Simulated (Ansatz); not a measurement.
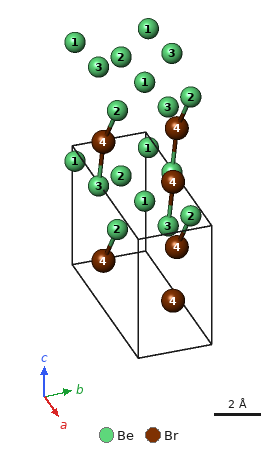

This is the input geometry for a relaxation of solid Be$_{3}$Br (built on the random type). The picture is a ball-and-stick view of the conventional cell (2 times the calculation's cell), repeated 1 × 1 × 2 with one cell outlined, seen from a free direction. Lengths and directions refer to the drawn axes.

Case: random cell without symmetry.

Level of theory: DFT PBE, scalar-relativistic, plane waves, PAW in Ansatz 0.2.0.

Input file:
```yaml
crystal:
  lattice:
    - [3.249261405, -1.8635509682, 0.0]
    - [3.249261405, 1.8635509682, 0.0]
    - [-2.1982947243, 0.0, 5.1310812811]
  atoms:
    - { symbol: Be, position: [0.9590868838, 0.9590868838, 0.0976828149] }
    - { symbol: Be, position: [0.3160155213, 0.3160155213, 0.1658796356] }
    - { symbol: Be, position: [0.6024441921, 0.6024441921, 0.0247714704] }
    - { symbol: Br, position: [0.5283087374, 0.5283087374, 0.5961503651] }
basis:
  ecutwfc: 420
kpoints:
  mp_grid: { grid: [14, 14, 10] }
hamiltonian:
  xc: pbe
scf:
  occupations: { method: gaussian, width: 0.1 }
output:
  forces: true
  stress: true
  eigenvalues: true
relax:
  adjacent_minimum: "off"
  f_tol: 0.01
  max_steps: 80
  cell: { stress_tol: 0.05 }
```

Launched with:
```bash
ansatz run input.yaml --threads 1 --pin off --max-ram 2560MiB --backend cpu --events-out ev --progress --plain --runs-dir out
```

> What does the optimiser find from here?

The energy falls by 0.1 meV per atom in 3 accepted moves (4 points after the start). The largest force component goes from 0.013 to 0.0031 eV/Å. The pressure goes from −0.10 to 0.02 GPa. At 1 point the geometry stayed and the basis and grid were re-selected for the new cell (energy shift of less than 0.05 meV per atom at most each time). The largest move relative to the cell is that of Br4, 0.016 Å along −a. Largest moves by element: Br 0.016 Å, Be 0.008 Å. Cell: a 6.499 → 6.520 Å (+0.3 %), b 3.727 → 3.709 Å (−0.5 %), c 5.582 → 5.574 Å (−0.1 %). Volume −0.3 %. The space group stays Cm (No. 8).

Step by step:

```tsv
step	E − E(0), meV/atom	largest force component, eV/Å	pressure, GPa	volume, Å³/atom	note
0	0.00	0.0134	-0.10	15.535	
1	-0.11	0.0058	-0.02	15.508	
2	-0.14	0.0051	0.01	15.495	
3	-0.15	0.0032	0.02	15.483	
4	-0.14	0.0031	0.02	15.483	same geometry, new basis
```

Final geometry:

```
Be Br
1.0
     3.25986   -1.85453    0.00241
     3.25986    1.85453    0.00241
    -2.20166    0.00000    5.12059
Be Br
3 1
Direct
  0.95800 0.95800 0.09726
  0.31492 0.31492 0.16606
  0.60212 0.60212 0.02500
  0.53081 0.53081 0.59616
```

Limits of the set-up: layers or molecules are held without a dispersion correction, so their spacing is unreliable.
